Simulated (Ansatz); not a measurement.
Band structure of Si (Fd-3m, 2 atoms in the cell).

```yaml
crystal:
  lattice:
    - [0.00000, 2.71550, 2.71550]
    - [2.71550, 0.00000, 2.71550]
    - [2.71550, 2.71550, 0.00000]
  atoms:
    - { symbol: Si, position: [0.00000, 0.00000, 0.00000] }
    - { symbol: Si, position: [0.25000, 0.25000, 0.25000] }
```

Method of the run: PBE, PAW files (plane waves; Ansatz, an electronic-structure program).

Settings: kpoints.mp_grid.grid = 7 7 7; hamiltonian.xc = pbe; hamiltonian.pseudopotentials = {kind: paw} (an earlier, softer set of the program's PAW files); scf.occupations.method = fermi_dirac; scf.occupations.width = 0.01 eV; kpoints.band_path.npoints = 8.

The starting cell has typed, rounded lattice constants, without a prior relaxation at this level.

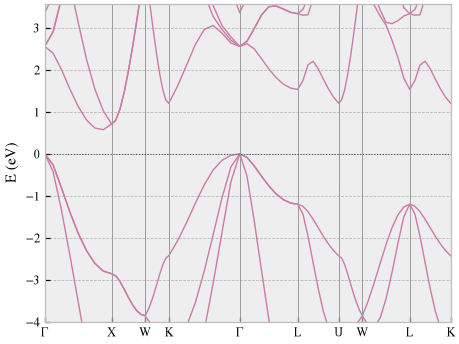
Fig. 1. Bands along the path, energies from the top of the valence band on the path.

Q: Read off roughly the gap and where its edges lie.

A: The gap along the path is about 0.6 eV (computed: 0.58 eV), from Γ to a point between Γ and X; the smallest direct gap on it is 2.56 eV.

Levels in eV from the top of the valence band on the path, bands 1 to 7:
```csv
point,1,2,3,4,5,6,7
Γ,-11.96,0.00,0.00,0.00,2.56,2.56,2.56
X,-7.82,-7.82,-2.85,-2.85,0.71,0.71,10.10
W,-7.66,-7.66,-3.85,-3.85,4.27,4.27,5.00
K,-8.23,-7.23,-4.30,-2.43,1.20,4.13,7.46
L,-9.63,-6.97,-1.20,-1.20,1.53,3.34,3.34
U,-8.23,-7.23,-4.30,-2.43,1.20,4.13,7.46
```

Keys are those of Ansatz 0.2.
